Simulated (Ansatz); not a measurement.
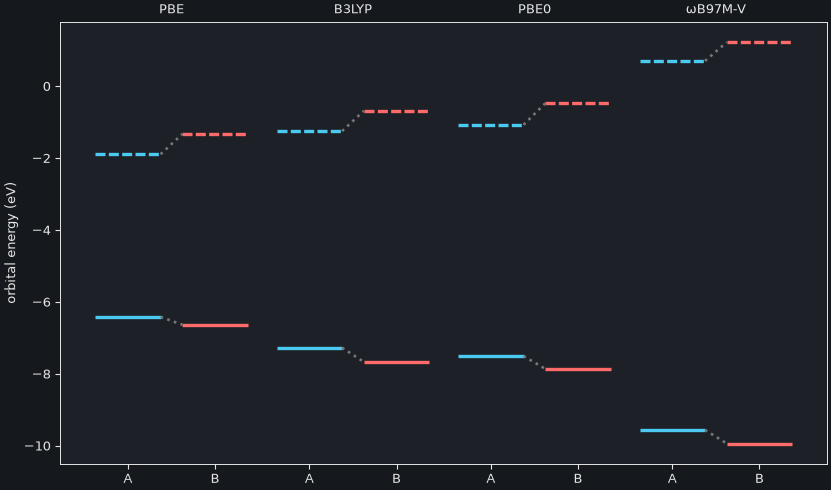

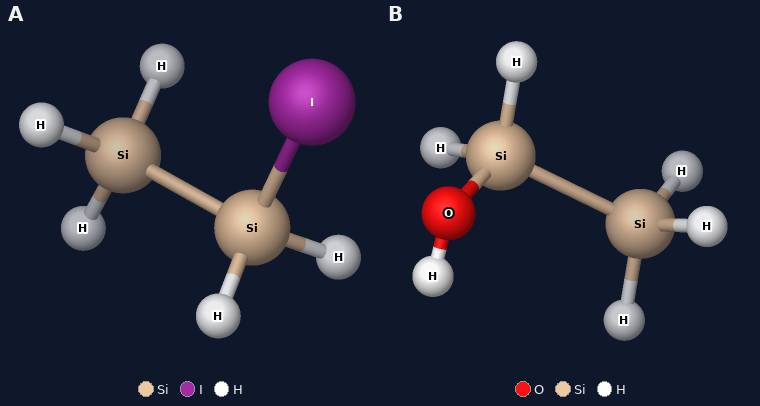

One change: A, Si₂H₅I (SMILES [SiH3][SiH2]I), becomes B, Si₂H₆O (SMILES O[SiH2][SiH3]). I on Si is replaced by OH. HOMO (solid) and LUMO (dashed) computed in def2-TZVPP at PBE0-D4/def2-TZVP geometries, both minima by their frequencies, gas phase, the Ansatz code 0.2.0. Empty levels above zero depend strongly on the basis.

**What does the change do to HOMO and LUMO?**

PBE: the HOMO falls by 0.21 eV, the LUMO rises by 0.56 eV, and the separation goes from 4.53 to 5.30 eV. B3LYP: the HOMO falls by 0.40 eV, the LUMO rises by 0.56 eV, and the separation goes from 6.03 to 6.98 eV. PBE0: the HOMO falls by 0.36 eV, the LUMO rises by 0.60 eV, and the separation goes from 6.43 to 7.39 eV. ωB97M-V: the HOMO falls by 0.38 eV, the LUMO rises by 0.52 eV, and the separation goes from 10.26 to 11.16 eV.

**Do the functionals agree on the effect?**

They agree on the direction for both levels; the HOMO shift lies between −0.40 and −0.21 eV and the LUMO shift between 0.52 and 0.60 eV, while the separations themselves differ by up to 5.9 eV between functionals.

Known limits of this run: core potentials past krypton; spin-orbit coupling is left out, and with I it can shift these values.
